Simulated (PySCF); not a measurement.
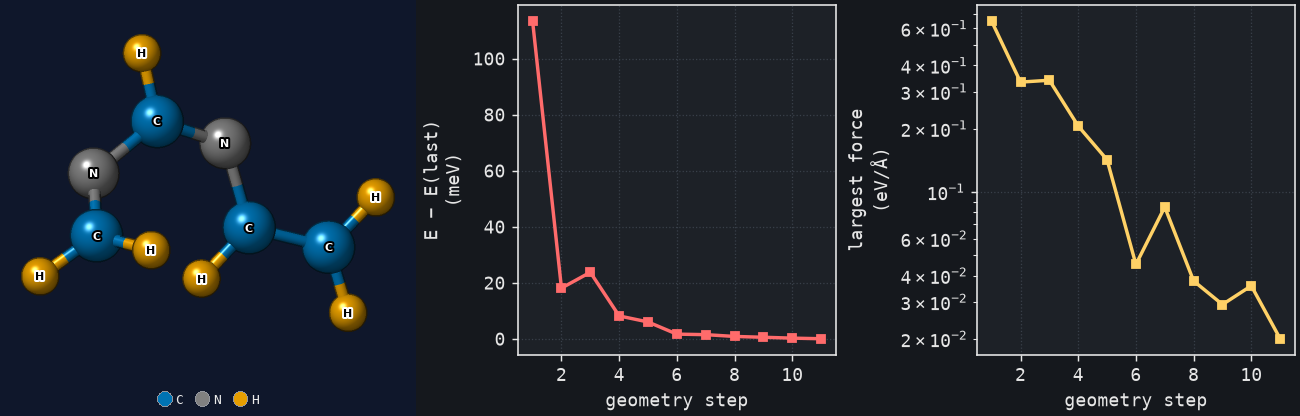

Beside the plot: the molecule at the start.

History of a geometry optimisation.

System: C₄H₆N₂ (SMILES C=C/N=C\N=C).
Method: PBE0-D3(BJ)/def2-SVP, geometry optimisation in PySCF.

**How did it end, and what did it gain?**

The optimisation met its thresholds at geometry 11, counting the start as the first. The energy fell by about 110 meV from the first step to the last, with a rise at step 3. The largest force goes from about 0.65 eV/Å at the start to 0.02 eV/Å at the end.

**By which step was nine tenths of the energy gained?**

By step 4 of 11.
